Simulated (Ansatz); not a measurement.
# Ti3O4: biaxial against axial strain

The task, for Ti3O4: strain the cell in the xy plane and along z independently.

Computed with Ansatz 0.2.0 (DFT r2SCAN, scalar-relativistic, plane waves, PAW, unless a step's input says otherwise).

1 further run of the same task is left out (set aside as unsound or not needed).

### Step 1. Starting point

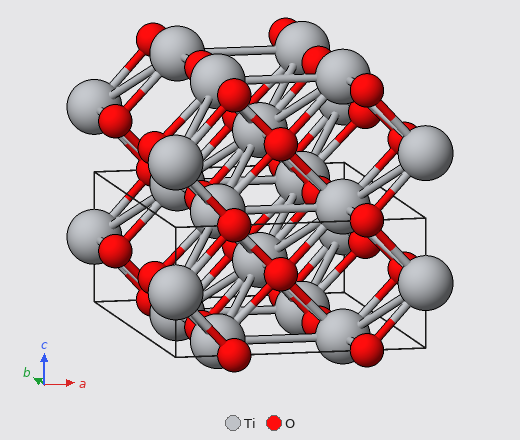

Start, viewed slightly off an axis; titanium light grey, oxygen red. 1×1×2 cells are drawn. Atoms on the faces are drawn again on the opposite ones. The cell drawn here is the conventional one.

Structure file:

```cif
data_structure
_symmetry_space_group_name_H-M 'Cmmm'
_symmetry_Int_Tables_number 65
_cell_length_a 5.8485
_cell_length_b 8.1218
_cell_length_c 2.9989
_cell_angle_alpha 90.000
_cell_angle_beta 90.000
_cell_angle_gamma 90.000
_cell_volume 142.45
loop_
_atom_site_label
_atom_site_type_symbol
_atom_site_symmetry_multiplicity
_atom_site_Wyckoff_symbol
_atom_site_fract_x
_atom_site_fract_y
_atom_site_fract_z
_atom_site_occupancy
Ti1 Ti 2 d 0.00000 0.00000 0.50000 1
Ti2 Ti 4 e 0.25000 0.75000 0.00000 1
O1 O 4 g 0.76538 0.00000 0.00000 1
O2 O 4 j 0.50000 0.24268 0.50000 1
```

It goes back to an entry of the Materials Project, which need not be the stable form.

It is the result of an earlier relaxation at this level (volume 10.17 Å³/atom; gap on the mesh: none (metal)).

### Step 2. The reference cell

Reference values: F = -9797.9768 eV; pressure 0.03 GPa; largest force 0.019 eV/Å; gap on the mesh none (metal). It was computed beforehand with the settings of the runs below.

### Step 3. The scan: biaxial against axial strain

The cell is strained by p along both x and y and by q along z, with fractional coordinates fixed.

### Step 4. Point p = -0.080, q = -0.080

Input file input.yaml:

```yaml
crystal:
  lattice:
    - [2.6902943953, -3.7360151478, 0.0]
    - [2.6902943953, 3.7360151478, 0.0]
    - [0.0, 0.0, 2.7590046765]
  atoms:
    - { symbol: Ti, position: [0.0, 0.0, 0.5] }
    - { symbol: Ti, position: [0.5, 0.0, 0.0] }
    - { symbol: Ti, position: [0.0, 0.5, 0.0] }
    - { symbol: O, position: [0.7653844393, 0.7653844393, 0.0] }
    - { symbol: O, position: [0.2573236421, 0.7426763579, 0.5] }
    - { symbol: O, position: [0.2346155607, 0.2346155607, 0.0] }
    - { symbol: O, position: [0.7426763579, 0.2573236421, 0.5] }
basis:
  ecutwfc: 500
kpoints:
  mp_grid: { grid: [8, 8, 14] }
hamiltonian:
  xc: r2scan
scf:
  occupations: { method: gaussian, width: 0.15 }
output:
  forces: true
  stress: true
  eigenvalues: true
```

Run with:

```
$ ansatz run input.yaml --threads 2 --pin off --max-ram 5120MiB --backend cpu --events-out ev --progress --plain --runs-dir out
```

What it wrote, shortened:

```text
Warning: RAYON_NUM_THREADS=2 ignored (pool sized by the plan → 2); use --threads N
[...]
Pseudopotentials: kind: paw
Pseudopotential: Ti, paw, valence charge 12, recommended cutoff 500 eV (meta_gga), Ti.paw.azcp
Pseudopotential: O, paw, valence charge 6, recommended cutoff 500 eV (meta_gga), O.paw.azcp
Functional definition: r2SCAN
[...]
Crystal: 7 atoms, lattice volume = 55.461 Å³
Basis set: ecut = 500 eV, 1387 PW (Γ), exchange–correlation on 144×144×96 points (64 copies of the dense FFT grid, shifted against one another)
Bands: 37, of which v1, the nominal top of the filled ones, is band 30 counted from 1 (29 counted from 0)
Symmetry: 8 space group operations
Space group: Cmmm (ITA 65), of the structure as read, at distance tolerance 3.8e-5 Å
k-points: 168 of 896
[...]
SCF iter   1: F=—  HF=-9793.540753 eV  |F-HF|=—  |Δ(HF+E_count)|=         —  Δρ=2.95e-2  dr2=5.37e-1  dr2_τ=7.86e-1  ethr=1.77e-3  ⟨swp⟩=6.2  Hψ=25804  notcnv=0
[...]
SCF iter   7: F=-9793.929835 eV  HF=-9793.929835 eV  |F-HF|=7.59e-8  |Δ(HF+E_count)|=   4.23e-7  Δρ=1.63e-5  dr2=7.91e-8  dr2_τ=1.42e-8  ethr=1.67e-10  ⟨swp⟩=10.6  Hψ=33363  notcnv=0
[...]
SCF converged after 7 iterations
Free energy (F): -9793.929835 eV
[...]
E sigma→0 (E₀):  -9793.919327 eV
Entropy (-TS):   -0.021017 eV (-3.002 meV/atom)
Fermi energy:    19.437091 eV
[...]
--- Forces (eV/Å), atoms counted from 1 ---
  atom   1  Ti     0.00000000     0.00000000     0.00000000
  atom   2  Ti     0.00000000     0.00000000     0.00000000
  atom   3  Ti     0.00000000    -0.00000000     0.00000000
  atom   4  O     -3.63861174     0.00000000     0.00000000
  atom   5  O      0.00000000    -2.59813284     0.00000000
  atom   6  O      3.63861174     0.00000000     0.00000000
  atom   7  O      0.00000000     2.59813284     0.00000000
[...]
--- Stress (GPa, compression-positive) ---
       94.970453       0.000000       0.000000
        0.000000     106.990530       0.000000
        0.000000       0.000000     105.707870
  P = ⅓ Tr σ = 102.5563 GPa (1025.563 kbar)
--- Band table (eV; the first three rows and the last of 168) ---
[...]
```

Wall time 44 s (2 threads of Intel Xeon at 2.50GHz (Skylake/Cascade Lake), shared host); peak memory 0.74 GiB.

### Step 5. At p = -0.080, q = 0.000

Changes to input.yaml since step 4:

```diff
@@ -4,3 +4,3 @@
     - [2.6902943953, 3.7360151478, 0.0]
-    - [0.0, 0.0, 2.7590046765]
+    - [0.0, 0.0, 2.9989181266]
   atoms:
```

Run with:

```
$ ansatz run input.yaml --threads 2 --pin off --max-ram 5120MiB --backend cpu --events-out ev --progress --plain --runs-dir out
```

What it wrote, shortened:

```text
Warning: RAYON_NUM_THREADS=2 ignored (pool sized by the plan → 2); use --threads N
[...]
Pseudopotentials: kind: paw
Pseudopotential: Ti, paw, valence charge 12, recommended cutoff 500 eV (meta_gga), Ti.paw.azcp
Pseudopotential: O, paw, valence charge 6, recommended cutoff 500 eV (meta_gga), O.paw.azcp
Functional definition: r2SCAN
[...]
Crystal: 7 atoms, lattice volume = 60.284 Å³
Basis set: ecut = 500 eV, 1543 PW (Γ), exchange–correlation on 144×144×96 points (64 copies of the dense FFT grid, shifted against one another)
Bands: 37, of which v1, the nominal top of the filled ones, is band 30 counted from 1 (29 counted from 0)
Symmetry: 8 space group operations
Space group: Cmmm (ITA 65), of the structure as read, at distance tolerance 3.9e-5 Å
k-points: 168 of 896
[...]
SCF converged after 7 iterations
Free energy (F): -9795.995240 eV
[...]
E sigma→0 (E₀):  -9795.984250 eV
Entropy (-TS):   -0.021980 eV (-3.140 meV/atom)
Fermi energy:    17.626175 eV
[...]
--- Forces (eV/Å), atoms counted from 1 ---
  atom   1  Ti     0.00000000     0.00000000     0.00000000
  atom   2  Ti     0.00000000    -0.00000000     0.00000000
  atom   3  Ti     0.00000000    -0.00000000     0.00000000
  atom   4  O     -1.66212174     0.00000000     0.00000000
  atom   5  O      0.00000000    -2.26913016     0.00000000
  atom   6  O      1.66212174     0.00000000     0.00000000
  atom   7  O      0.00000000     2.26913016     0.00000000
[...]
--- Stress (GPa, compression-positive) ---
       47.675615       0.000000       0.000000
        0.000000      88.256236       0.000000
        0.000000       0.000000      37.595460
  P = ⅓ Tr σ = 57.8424 GPa (578.424 kbar)
--- Band table (eV; the first three rows and the last of 168) ---
[...]
```

It took 41 s on 2 threads of Intel Xeon at 2.50GHz (Skylake/Cascade Lake), shared host; peak memory 0.76 GiB.

### Step 6. Point p = -0.080, q = 0.080

Changes to input.yaml since step 5:

```diff
@@ -4,3 +4,3 @@
     - [2.6902943953, 3.7360151478, 0.0]
-    - [0.0, 0.0, 2.9989181266]
+    - [0.0, 0.0, 3.2388315767]
   atoms:
```

Run with:

```
$ ansatz run input.yaml --threads 2 --pin off --max-ram 5120MiB --backend cpu --events-out ev --progress --plain --runs-dir out
```

What it wrote, shortened:

```text
[...]
SCF converged after 7 iterations
Free energy (F): -9796.492606 eV
[...]
E sigma→0 (E₀):  -9796.475113 eV
Entropy (-TS):   -0.034985 eV (-4.998 meV/atom)
Fermi energy:    15.994316 eV
[...]
--- Forces (eV/Å), atoms counted from 1 ---
  atom   1  Ti     0.00000000     0.00000000     0.00000000
  atom   2  Ti     0.00000000    -0.00000000     0.00000000
  atom   3  Ti    -0.00000000    -0.00000000     0.00000000
  atom   4  O     -0.48533713     0.00000000     0.00000000
  atom   5  O      0.00000000    -1.77128445     0.00000000
  atom   6  O      0.48533713     0.00000000     0.00000000
  atom   7  O      0.00000000     1.77128445     0.00000000
[...]
--- Stress (GPa, compression-positive) ---
       19.274733       0.000000       0.000000
        0.000000      70.420350       0.000000
        0.000000       0.000000      -0.386722
  P = ⅓ Tr σ = 29.7695 GPa (297.695 kbar)
--- Band table (eV; the first three rows and the last of 168) ---
[...]
```

Wall time 43 s (2 threads of Intel Xeon at 2.50GHz (Skylake/Cascade Lake), shared host); peak memory 0.78 GiB.

### Step 7. Point p = 0.000, q = -0.080

Changes to input.yaml since step 6:

```diff
@@ -2,5 +2,5 @@
   lattice:
-    - [2.6902943953, -3.7360151478, 0.0]
-    - [2.6902943953, 3.7360151478, 0.0]
-    - [0.0, 0.0, 3.2388315767]
+    - [2.9242330384, -4.0608860302, 0.0]
+    - [2.9242330384, 4.0608860302, 0.0]
+    - [0.0, 0.0, 2.7590046765]
   atoms:
```

Run with:

```
$ ansatz run input.yaml --threads 2 --pin off --max-ram 5120MiB --backend cpu --events-out ev --progress --plain --runs-dir out
```

What it wrote, shortened:

```text
[...]
SCF converged after 7 iterations
Free energy (F): -9797.245910 eV
[...]
E sigma→0 (E₀):  -9797.228883 eV
Entropy (-TS):   -0.034055 eV (-4.865 meV/atom)
Fermi energy:    16.001025 eV
[...]
--- Forces (eV/Å), atoms counted from 1 ---
  atom   1  Ti     0.00000000     0.00000000     0.00000000
  atom   2  Ti     0.00000000    -0.00000000     0.00000000
  atom   3  Ti     0.00000000     0.00000000     0.00000000
  atom   4  O     -1.28848424    -0.00000000     0.00000000
  atom   5  O     -0.00000000    -0.16787565     0.00000000
  atom   6  O      1.28848424     0.00000000     0.00000000
  atom   7  O      0.00000000     0.16787565     0.00000000
[...]
--- Stress (GPa, compression-positive) ---
       26.293101       0.000000       0.000000
        0.000000       6.754540       0.000000
        0.000000       0.000000      43.923745
  P = ⅓ Tr σ = 25.6571 GPa (256.571 kbar)
--- Band table (eV; the first three rows and the last of 168) ---
[...]
```

Run time: 49 s. Hardware: 2 threads of Intel Xeon at 2.50GHz (Skylake/Cascade Lake), shared host; peak memory 0.81 GiB.

### Step 8. At p = 0.000, q = 0.080

Changes to input.yaml since step 7:

```diff
@@ -4,3 +4,3 @@
     - [2.9242330384, 4.0608860302, 0.0]
-    - [0.0, 0.0, 2.7590046765]
+    - [0.0, 0.0, 3.2388315767]
   atoms:
```

Run with:

```
$ ansatz run input.yaml --threads 2 --pin off --max-ram 5120MiB --backend cpu --events-out ev --progress --plain --runs-dir out
```

What it wrote, shortened:

```text
Warning: RAYON_NUM_THREADS=2 ignored (pool sized by the plan → 2); use --threads N
[...]
Pseudopotentials: kind: paw
Pseudopotential: Ti, paw, valence charge 12, recommended cutoff 500 eV (meta_gga), Ti.paw.azcp
Pseudopotential: O, paw, valence charge 6, recommended cutoff 500 eV (meta_gga), O.paw.azcp
Functional definition: r2SCAN
[...]
Crystal: 7 atoms, lattice volume = 76.922 Å³
Basis set: ecut = 500 eV, 1915 PW (Γ), exchange–correlation on 160×160×96 points (64 copies of the dense FFT grid, shifted against one another)
Bands: 37, of which v1, the nominal top of the filled ones, is band 30 counted from 1 (29 counted from 0)
Symmetry: 8 space group operations
Space group: Cmmm (ITA 65), of the structure as read, at distance tolerance 4.3e-5 Å
k-points: 168 of 896
[...]
SCF converged after 7 iterations
Free energy (F): -9797.480863 eV
[...]
E sigma→0 (E₀):  -9797.463380 eV
Entropy (-TS):   -0.034967 eV (-4.995 meV/atom)
Fermi energy:    13.050552 eV
[...]
--- Forces (eV/Å), atoms counted from 1 ---
  atom   1  Ti    -0.00000000     0.00000000     0.00000000
  atom   2  Ti    -0.00000000     0.00000000     0.00000000
  atom   3  Ti     0.00000000    -0.00000000     0.00000000
  atom   4  O      0.66474756     0.00000000     0.00000000
  atom   5  O      0.00000000     0.29763163     0.00000000
  atom   6  O     -0.66474756     0.00000000     0.00000000
  atom   7  O      0.00000000    -0.29763163     0.00000000
[...]
--- Stress (GPa, compression-positive) ---
      -12.893957       0.000000       0.000000
        0.000000      -6.984400       0.000000
        0.000000       0.000000     -25.532850
  P = ⅓ Tr σ = -15.1371 GPa (-151.371 kbar)
--- Band table (eV; the first three rows and the last of 168) ---
[...]
```

It took 51 s on 2 threads of Intel Xeon at 2.50GHz (Skylake/Cascade Lake), shared host; peak memory 0.86 GiB.

(Part 1 of 2 ends here.)
